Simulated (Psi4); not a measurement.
# Frequency calculation, with input and output: PNH$_{4}$ (part 1 of 3)

System: PNH$_{4}$, SMILES N=[PH3].
Method: SVWN-RPA/6-31G, RKS (Psi4 1.11).

The geometry was optimised with SVWN-RPA/6-31G.

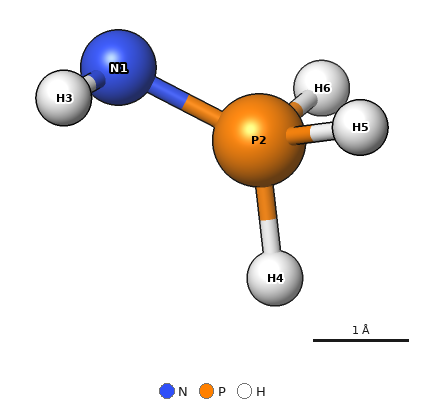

*The structure as given in the input (ball-and-stick view, seen at a tilt; atoms are numbered from 1 in the order of the input).*

Bond lengths as drawn: H–N 1.04 Å, H–P 1.43 to 1.48 Å and N–P 1.67 Å.

Input file (run.py)
```python
import psi4

psi4.set_memory('1600 MB')
psi4.set_num_threads(1)
psi4.set_output_file('psi4.out', False)

molecule = psi4.geometry("""
0 1
N      1.24271225    -1.43932691     1.76855311
P     -0.32852700     0.46169789    -0.20528284
H      2.04298669    -2.99046514     0.86522244
H     -2.62961248    -0.30058173    -1.60410347
H      0.88224888     1.90533337    -2.27477483
H     -1.30196461     2.47578878     1.32105651
units bohr
symmetry c1
""")

psi4.set_options({
    'basis': '6-31G',
    't': 298.15,
    'rotational_symmetry_number': 1,
})

E = psi4.frequencies("svwn", molecule=molecule)
print(f'svwn energy: {E:.10f} Eh')
for k in ('ZPVE', 'ENTHALPY', 'GIBBS FREE ENERGY'):
    print(f'{k}: {psi4.variable(k):.8f} Eh')
```

Run as:
```bash
python run.py
```

What the program printed
```
Psi4 1.11 release

gradient() will perform analytic gradient computation.

   => Loading Basis Set <=

    Name: 6-31G
    Role: ORBITAL
    Keyword: BASIS

         ---------------------------------------------------------
                                   SCF
                              RKS Reference
                        1 Threads,   1525 MiB Core
         ---------------------------------------------------------

  ==> Geometry <==

    Molecular point group: c1
    Full point group: C1

    Geometry (in Bohr), charge = 0, multiplicity = 1:

       Center              X                  Y                   Z               Mass
    ------------   -----------------  -----------------  -----------------  -----------------
         N            1.115960677498    -1.342284339144     1.427773893010    14.003074004430
         P           -0.455278572502     0.558740460856    -0.546062056990    30.973761998420
         H            1.916235117498    -2.893422569144     0.524443223010     1.007825032230
         H           -2.756364052502    -0.203539159144    -1.944882686990     1.007825032230
         H            0.755497307498     2.002375940856    -2.615554046990     1.007825032230
         H           -1.428716182502     2.572831350856     0.980277293010     1.007825032230

  Running in c1 symmetry.

  Rotational constants: A =      2.89843  B =      0.46380  C =      0.45338 [cm^-1]
  Rotational constants: A =  86892.68015  B =  13904.22914  C =  13591.89990 [MHz]
  Nuclear repulsion =   61.885020114255113

  Charge       = 0
  Multiplicity = 1
  Electrons    = 26
  Nalpha       = 13
  Nbeta        = 13

  ==> Algorithm <==

  SCF Algorithm Type is DF.
  DIIS enabled.
  MOM disabled.
  Fractional occupation disabled.
  Guess Type is SAD.
  Energy threshold   = 1.00e-08
  Density threshold  = 1.00e-08
  Integral threshold = 1.00e-12

  ==> Primary Basis <==

  Basis Set: 6-31G
    Blend: 6-31G
    Number of shells: 20
    Number of basis functions: 30
    Number of Cartesian functions: 30
    Spherical Harmonics?: false
    Max angular momentum: 1

  ==> DFT Potential <==

   => LibXC <=

    Version 7.1.2

   => Composite Functional: SVWN <=

    Slater exchange
    Vosko, Wilk & Nusair (VWN5_RPA)

    Deriv               =              1
    GGA                 =          FALSE
    Meta                =          FALSE

    Exchange Hybrid     =          FALSE
    MP2 Hybrid          =          FALSE

   => Exchange Functionals <=

    1.0000         XC_LDA_X

   => Correlation Functionals <=

    1.0000   XC_LDA_C_VWN_RPA

   => LibXC Density Thresholds  <==

    XC_LDA_C_VWN_RPA:  1.00E-15
    XC_LDA_X:  1.00E-15

   => Molecular Quadrature <=

    Radial Scheme          =       TREUTLER
    Pruning Scheme         =           NONE
    Nuclear Scheme         =       TREUTLER

    Blocking Scheme        =         OCTREE
    BS radius alpha        =              1
    Pruning alpha          =              1
    Radial Points          =             75
    Spherical Points       =            302
    Total Points           =         130736
    Total Blocks           =           1039
    Max Points             =            255
    Max Functions          =             30
    Weights Tolerance      =       1.00E-15

   => Loading Basis Set <=

    Name: (6-31G AUX)
    Role: JKFIT
    Keyword: DF_BASIS_SCF

  ==> Integral Setup <==

  DFHelper Memory: AOs need 0.003 GiB; user supplied 1.092 GiB.
  SCF_SUBTYPE=INCORE selected. In-core MEM_DF algorithm will be used.
  Using in-core AOs.

  ==> MemDFJK: Density-Fitted J/K Matrices <==

    J tasked:                   Yes
    K tasked:                    No
    wK tasked:                   No
    Memory [MiB]:              1117
    Algorithm:                 Core
    Schwarz Cutoff:           1E-12
    Mask sparsity (%):       0.2222
    Fitting Condition:        1E-10

   => Auxiliary Basis Set <=

  Basis Set: (6-31G AUX)
    Blend: CC-PVDZ-JKFIT
    Number of shells: 96
    Number of basis functions: 311
    Number of Cartesian functions: 311
    Spherical Harmonics?: false
    Max angular momentum: 3

  Cached 100.0% of DFT collocation blocks in 0.026 [GiB].

  Minimum eigenvalue in the overlap matrix is 1.7949468643E-02.
  Reciprocal condition number of the overlap matrix is 4.6689119803E-03.
    Using symmetric orthogonalization.

  ==> Pre-Iterations <==

  SCF Guess: Superposition of Atomic Densities via on-the-fly atomic UHF (no occupation information).

   -------------------------
    Irrep   Nso     Nmo
   -------------------------
     A         30      30
   -------------------------
    Total      30      30
   -------------------------

  ==> Iterations <==

                           Total Energy        Delta E     RMS |[F,P]|

   @DF-RKS iter SAD:  -396.91664230131670   -3.96917e+02   0.00000e+00
   @DF-RKS iter   1:  -396.67386586571274    2.42776e-01   3.04789e-02 ADIIS/DIIS
   @DF-RKS iter   2:  -392.78069323080257    3.89317e+00   6.54546e-02 ADIIS/DIIS
   @DF-RKS iter   3:  -397.02377874186379   -4.24309e+00   1.34039e-02 ADIIS/DIIS
   @DF-RKS iter   4:  -397.09202651166470   -6.82478e-02   3.43741e-03 ADIIS/DIIS
   @DF-RKS iter   5:  -397.09828236957850   -6.25586e-03   1.86342e-03 ADIIS/DIIS
   @DF-RKS iter   6:  -397.10005215042480   -1.76978e-03   4.38496e-04 ADIIS/DIIS
   @DF-RKS iter   7:  -397.10013687979387   -8.47294e-05   1.08827e-04 ADIIS/DIIS
   @DF-RKS iter   8:  -397.10014387484341   -6.99505e-06   7.72158e-06 DIIS
   @DF-RKS iter   9:  -397.10014390569933   -3.08559e-08   1.26937e-06 DIIS
   @DF-RKS iter  10:  -397.10014390719164   -1.49231e-09   6.53596e-08 DIIS
   @DF-RKS iter  11:  -397.10014390719590   -4.26326e-12   7.72497e-09 DIIS
  Energy and wave function converged.

  ==> Post-Iterations <==

   Electrons on quadrature grid:
      Ntotal   =   25.9999961251 ; deviation = -3.875e-06

    Orbital Energies [Eh]
    ---------------------

    Doubly Occupied:

       1A    -76.079573     2A    -13.849000     3A     -6.374748
       4A     -4.623511     5A     -4.622343     6A     -4.621720
       7A     -0.776724     8A     -0.618528     9A     -0.440828
      10A     -0.404948    11A     -0.394576    12A     -0.232511
      13A     -0.196200

    Virtual:

      14A     -0.046618    15A     -0.002332    16A      0.012906
      17A      0.014073    18A      0.099294    19A      0.210572
      20A      0.213044    21A      0.273975    22A      0.302267
      23A      0.695002    24A      0.729487    25A      0.753002
      26A      0.812644    27A      0.833248    28A      0.855763
      29A      0.892287    30A      1.157218

    Final Occupation by Irrep:
              A
    DOCC [    13 ]
    NA   [    13 ]
    NB   [    13 ]

  @DF-RKS Final Energy:  -397.10014390719590

   => Energetics <=

    Nuclear Repulsion Energy =             61.8850201142551128
    One-Electron Energy =                -670.7501788427812244
    Two-Electron Energy =                 242.0570016331278111
    DFT Exchange-Correlation Energy =     -30.2919868117975604
    Empirical Dispersion Energy =           0.0000000000000000
    VV10 Nonlocal Energy =                  0.0000000000000000
    Total Energy =                       -397.1001439071958998

Computation Completed

Properties will be evaluated at   0.000000,   0.000000,   0.000000 [a0]

Properties computed using the SCF density matrix

 Multipole Moments:

 ------------------------------------------------------------------------------------
     Multipole            Electronic (a.u.)      Nuclear  (a.u.)        Total (a.u.)
 ------------------------------------------------------------------------------------

 L = 1.  Multiply by 2.5417464519 to convert [e a0] to [Debye]
 Dipole X            :          0.0718667           -0.5308017           -0.4589350
 Dipole Y            :         -0.0621791            0.4633621            0.4011830
 Dipole Z            :          0.1721990           -1.2522298           -1.0800308
 Magnitude           :                                                    1.2401757

 ------------------------------------------------------------------------------------

	total time  =          2 seconds =       0.03 minutes

         ------------------------------------------------------------
                                   SCF GRAD
         ------------------------------------------------------------

  ==> Geometry <==

    Molecular point group: c1
    Full point group: C1

    Geometry (in Bohr), charge = 0, multiplicity = 1:

       Center              X                  Y                   Z               Mass
    ------------   -----------------  -----------------  -----------------  -----------------
         N            1.115960677498    -1.342284339144     1.427773893010    14.003074004430
         P           -0.455278572502     0.558740460856    -0.546062056990    30.973761998420
         H            1.916235117498    -2.893422569144     0.524443223010     1.007825032230
         H           -2.756364052502    -0.203539159144    -1.944882686990     1.007825032230
         H            0.755497307498     2.002375940856    -2.615554046990     1.007825032230
         H           -1.428716182502     2.572831350856     0.980277293010     1.007825032230

  Nuclear repulsion =   61.885020114255113

  ==> Basis Set <==

  Basis Set: 6-31G
    Blend: 6-31G
    Number of shells: 20
    Number of basis functions: 30
    Number of Cartesian functions: 30
    Spherical Harmonics?: false
    Max angular momentum: 1

  ==> DFJKGrad: Density-Fitted SCF Gradients <==

    Gradient:                    1
    J tasked:                  Yes
    K tasked:                   No
    wK tasked:                  No
    Integrals threads:           1
    Memory [MiB]:             1144
    Schwarz Cutoff:          1E-12
    Fitting Condition:       1E-10

   => Auxiliary Basis Set <=

  Basis Set: (6-31G AUX)
    Blend: CC-PVDZ-JKFIT
    Number of shells: 96
    Number of basis functions: 311
    Number of Cartesian functions: 311
    Spherical Harmonics?: false
    Max angular momentum: 3

  ==> DFT Potential <==

   => LibXC <=

    Version 7.1.2

   => Composite Functional: SVWN <=

    Slater exchange
    Vosko, Wilk & Nusair (VWN5_RPA)

    Deriv               =              1
    GGA                 =          FALSE
    Meta                =          FALSE

    Exchange Hybrid     =          FALSE
    MP2 Hybrid          =          FALSE

   => Exchange Functionals <=

    1.0000         XC_LDA_X

   => Correlation Functionals <=

    1.0000   XC_LDA_C_VWN_RPA

   => LibXC Density Thresholds  <==

    XC_LDA_C_VWN_RPA:  1.00E-15
    XC_LDA_X:  1.00E-15

   => Molecular Quadrature <=

    Radial Scheme          =       TREUTLER
    Pruning Scheme         =           NONE
    Nuclear Scheme         =       TREUTLER

    Blocking Scheme        =         OCTREE
    BS radius alpha        =              1
    Pruning alpha          =              1
    Radial Points          =             75
    Spherical Points       =            302
    Total Points           =         130736
    Total Blocks           =           1039
    Max Points             =            255
    Max Functions          =             30
    Weights Tolerance      =       1.00E-15

  -Total Gradient:
     Atom            X                  Y                   Z
    ------   -----------------  -----------------  -----------------
       1       -0.000028696878     0.000070907726     0.000016622672
       2        0.000005018595    -0.000001768123     0.000050529224
       3        0.000009814816    -0.000041207628    -0.000037487400
       4        0.000006846108     0.000003656210    -0.000010073543
       5       -0.000007142566    -0.000002623265    -0.000004222272
       6        0.000009628183    -0.000021580633    -0.000014800911

	total time  =          0 seconds =       0.00 minutes

  Based on options and gradient (rms=2.68E-05), recommend projecting translations and projecting rotations.
hessian() will perform analytic frequency computation.

   => Loading Basis Set <=

    Name: 6-31G
    Role: ORBITAL
    Keyword: BASIS

         ---------------------------------------------------------
                                   SCF
                              RKS Reference
                        1 Threads,   1525 MiB Core
         ---------------------------------------------------------

  ==> Geometry <==

    Molecular point group: c1
    Full point group: C1

    Geometry (in Bohr), charge = 0, multiplicity = 1:

       Center              X                  Y                   Z               Mass
    ------------   -----------------  -----------------  -----------------  -----------------
         N            1.115960677498    -1.342284339144     1.427773893010    14.003074004430
         P           -0.455278572502     0.558740460856    -0.546062056990    30.973761998420
         H            1.916235117498    -2.893422569144     0.524443223010     1.007825032230
         H           -2.756364052502    -0.203539159144    -1.944882686990     1.007825032230
         H            0.755497307498     2.002375940856    -2.615554046990     1.007825032230
         H           -1.428716182502     2.572831350856     0.980277293010     1.007825032230

  Running in c1 symmetry.

  Rotational constants: A =      2.89843  B =      0.46380  C =      0.45338 [cm^-1]
  Rotational constants: A =  86892.68015  B =  13904.22914  C =  13591.89990 [MHz]
  Nuclear repulsion =   61.885020114255113

  Charge       = 0
  Multiplicity = 1
  Electrons    = 26
  Nalpha       = 13
  Nbeta        = 13

  ==> Algorithm <==

  SCF Algorithm Type is DF.
  DIIS enabled.
  MOM disabled.
  Fractional occupation disabled.
  Guess Type is SAD.
  Energy threshold   = 1.00e-08
  Density threshold  = 1.00e-08
  Integral threshold = 1.00e-12

  ==> Primary Basis <==

  Basis Set: 6-31G
    Blend: 6-31G
    Number of shells: 20
    Number of basis functions: 30
    Number of Cartesian functions: 30
    Spherical Harmonics?: false
    Max angular momentum: 1

  ==> DFT Potential <==

   => LibXC <=

    Version 7.1.2

   => Composite Functional: SVWN <=
```
